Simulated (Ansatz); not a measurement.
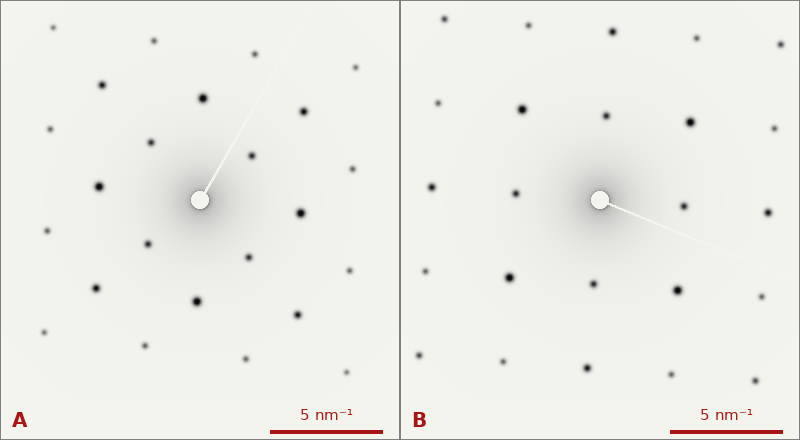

Kinematic electron diffraction patterns (120 kV, B = 0.5 Å², same scale, each along a low-index zone) of two structures of composition IrS, each relaxed at zero pressure with DFT PBE, scalar-relativistic, plane waves, PAW in Ansatz 0.2.0.

The structures (standard cells):
1. F-43m (No. 216), a = 5.272 Å, 8 atoms; generated start, possibly hypothetical
2. P4/mmm (No. 123), a = 2.946 Å, c = 3.261 Å, 2 atoms; generated start, possibly hypothetical

Which pattern belongs to which structure, and along which zone?

A is structure 2 along [100] or an equivalent direction: rectangular net of 0 0 1 at d = 3.26 Å and 0 1 0 at d = 2.95 Å, 90.0° apart. B is structure 1 along [001] or an equivalent direction: square net of 2 0 0 at d = 2.64 Å and 0 2 0 at d = 2.64 Å, 90.0° apart.

Which structure lies lowest at this level of theory, and by how much?

Structure 1 (F-43m, 18.31 Å³ an atom) is the lowest of these; structure 2 (P4/mmm, 14.15 Å³ an atom) lies about 530 meV an atom higher. These are static energies at 0 K; other structures, not shown, may lie lower still.
